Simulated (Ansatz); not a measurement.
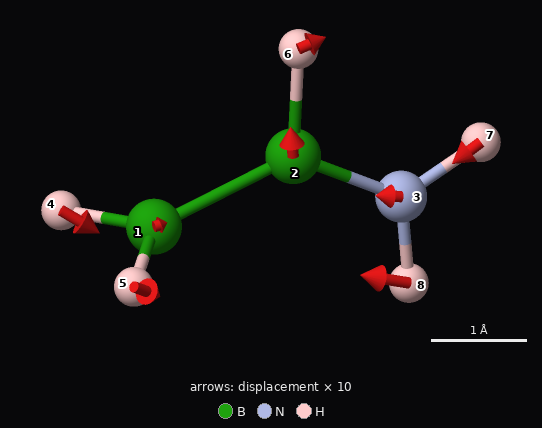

A relaxation of B₂NH₅. The starting structure is drawn; red arrows show the displacements, 10 times their true length. The two geometries are superimposed by the best rigid fit.

A ball-and-stick model, seen at a tilt.

The start comes from PBE-D4/def2-SVP.

Level of theory: RKS PBE0-D4/def2-TZVP (Ansatz 0.2.0).

Input
```yaml
crystal:
  periodic: [false, false, false]
  atoms:
    - {symbol: B, position_ang: [-0.987821, 0.627813, -0.795975]}
    - {symbol: B, position_ang: [0.350795, 0.240199, 0.124688]}
    - {symbol: N, position_ang: [0.758309, -0.957684, 0.721601]}
    - {symbol: H, position_ang: [-0.969671, 0.599363, -2.017806]}
    - {symbol: H, position_ang: [-2.004126, 1.098117, -0.304555]}
    - {symbol: H, position_ang: [1.093740, 1.211836, 0.289447]}
    - {symbol: H, position_ang: [1.616178, -1.045560, 1.267038]}
    - {symbol: H, position_ang: [0.234796, -1.831185, 0.659862]}
basis:
  gaussian: {orbitals: def2-TZVP}
hamiltonian: {xc: pbe0, dispersion: d4}
relax: {f_tol: 0.005, max_steps: 150}
```

Run as
```bash
ansatz run in.yaml --threads 2 --pin off --events-out ev --progress --plain --max-ram 4352MiB
```

Q: Which element moves most?

A: Hydrogen: up to 0.059 Å, against 0.035 Å for boron.

Q: What did the optimiser do to the structure, and how much energy did it gain?

A: The energy falls by 3.04 kJ/mol in 6 geometry steps. Largest force component: 0.56 eV/Å at the start, 0.0012 eV/Å at the end. The largest move after the best rigid fit is that of H8, 0.059 Å. Largest moves by element: H 0.059 Å, B 0.035 Å, N 0.030 Å. Among the contacts that change: B2–H6 1.234 → 1.210 Å, B1–H4 1.222 → 1.201 Å, N3–H7 1.020 → 1.006 Å, B2–N3 1.399 → 1.391 Å. Bond angles that change, for instance: B1–B2–H6 111.9° → 114.9°, B1–B2–N3 131.9° → 129.0°.
